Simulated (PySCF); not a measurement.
BH$_{10}$NSi$_{3}$ (SMILES [SiH3]NB[SiH2][SiH3])

Input

```
{"job": {"kind": "nmr", "xc": "PBE0", "basis": "pcSseg-1"}, "charge": 0, "multiplicity": 1}
Si    -2.775881    -0.256388     0.198754
N     -1.679799     0.920737    -0.487293
B     -0.325689     0.901106    -0.828740
Si     0.857605    -0.636558    -0.542102
Si     3.050902    -0.088610    -0.027896
H     -2.955065     0.064921     1.618624
H     -2.223979    -1.589442     0.000111
H     -4.039115    -0.084311    -0.526654
H     -2.155064     1.795152    -0.673808
H      0.098617     1.890781    -1.317989
H      0.917716    -1.507365    -1.739867
H      0.408188    -1.588114     0.500699
H      3.720932    -1.030760     0.872551
H      3.922206    -0.002449    -1.204675
H      3.174011     1.219291     0.630718
```

Command:

```sh
OMP_NUM_THREADS=1 python probes_run.py task.json out
```

Geometry: GFN2-xTB.

Level of theory: PBE0/pcSseg-1, SCF density, gas phase, non-relativistic in PySCF 2.14.0.

Predict the electron density and electron localisation function between the atoms.

Answer. B–N (1.40 Å): ρ is about 1.9 e/Å³ halfway; the ELF peaks at about 0.90 between the atoms (a short, strongly polar bond).
Si–N (1.75 Å): ρ is about 1.1 e/Å³ halfway; the ELF peaks at about 0.95 between the atoms: a shared but strongly polarised pair.
Si–B (1.96 Å): ρ at the midpoint is about 0.83 e/Å³; the ELF peaks at about 1 between the atoms; a shared electron pair.
N–H (1.01 Å): ρ at the midpoint is about 2.8 e/Å³; the ELF climbs to about 1 towards the hydrogen, as it does in any bond to H: a covalent bond by its length.

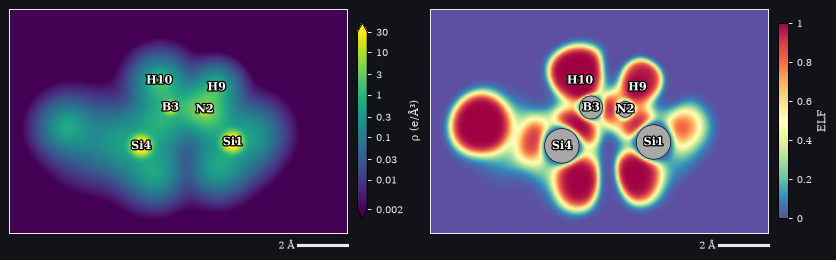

Computed electron density and electron localisation function on the plane of atoms N2, B3 and H10, in this order. Grey discs cover the atomic cores in the ELF map. 
